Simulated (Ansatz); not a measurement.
The calculation's input:

```
basis:
  gaussian:
    orbitals: def2-TZVPD
crystal:
  periodic: [false, false, false]
  atoms:
    - {symbol: C, position_ang: [-0.699094, -0.019557, 0.016310]}
    - {symbol: C, position_ang: [0.245800, -1.544919, 0.732745]}
    - {symbol: O, position_ang: [-0.580603, -1.372331, -0.353472]}
    - {symbol: O, position_ang: [0.149877, -0.228146, 1.119310]}
    - {symbol: O, position_ang: [-1.271809, 0.904613, -0.417455]}
hamiltonian:
  xc: {name: PBE0}
output: {forces: true, orbitals: {seedname: orbitals}}
```

Command:

```sh
ansatz run input.yaml --threads 1 --pin off --max-ram 2610MiB --events-out events.jsonl --progress --plain --runs-dir runs
```

Geometry: B3LYP/6-31G*.

Computed with isolated molecule in a Gaussian basis; Kohn-Sham density functional theory, functional PBE0 in Ansatz.

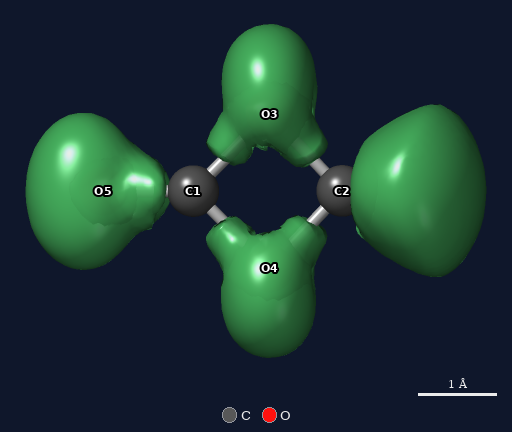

C$_{2}$O$_{3}$ (SMILES O=C1O[C]O1). Isosurface of the electron localisation function at 0.75 (green), seen at a tilt. Core shells and regions of very low density are left out.

> Describe the localisation domains.

At this value the surface marks out three regions on O in which the atom's valence shell and bonds are merged and one lobe on C, pointing away from the bonds (lone pairs). Profiles from the grid: C–O (1.17 Å): the ELF peaks at about 0.85 between the atoms (a short, multiple covalent bond).
